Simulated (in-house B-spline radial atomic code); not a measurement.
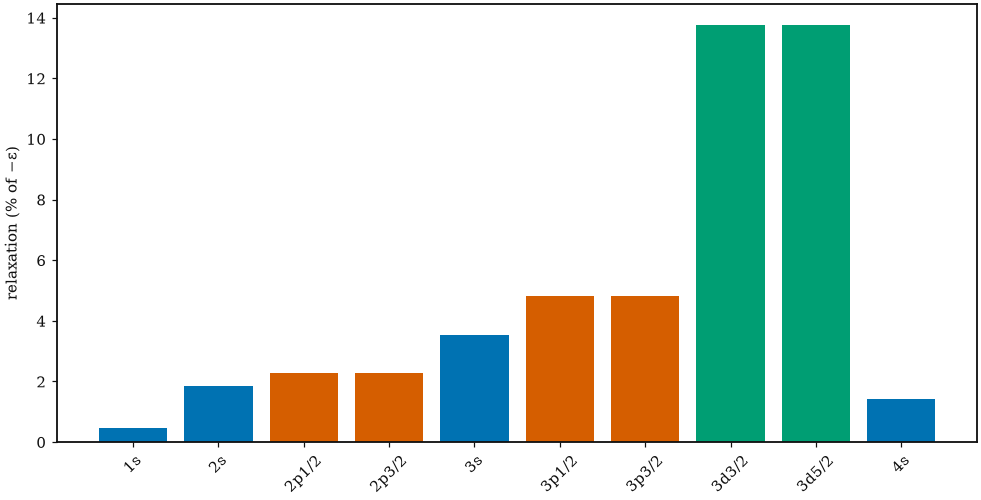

System: Ga⁺ (Z = 31, 30 electrons), configuration [Ar] 3d10 4s2. All numbers are computed, not measured: Dirac-Hartree-Fock, average of configuration, Fermi nucleus, basis-set limit (an in-house B-spline radial code). One electron is taken from each of the shells shown in turn, and the ion is relaxed; bars are coloured by l. The plot shows the relaxation energy, Koopmans' value −ε less the difference of self-consistent energies, as a share of −ε.

Read the relaxation energies.

Among the shells shown the largest bar is that of 3d3/2. 1s: −ε = 10.46 keV, relaxed 10.41 keV, relaxation 49.4 eV (0.47 %); 2s: −ε = 1350 eV, relaxed 1325 eV, relaxation 24.9 eV (1.8 %); 2p1/2: −ε = 1190 eV, relaxed 1163 eV, relaxation 27.0 eV (2.3 %); 2p3/2: −ε = 1162 eV, relaxed 1136 eV, relaxation 26.7 eV (2.3 %); 3s: −ε = 187.3 eV, relaxed 180.7 eV, relaxation 6.64 eV (3.5 %); 3p1/2: −ε = 133.9 eV, relaxed 127.5 eV, relaxation 6.47 eV (4.8 %); 3p3/2: −ε = 130.1 eV, relaxed 123.8 eV, relaxation 6.28 eV (4.8 %); 3d3/2: −ε = 40.3 eV, relaxed 34.7 eV, relaxation 5.54 eV (14 %).
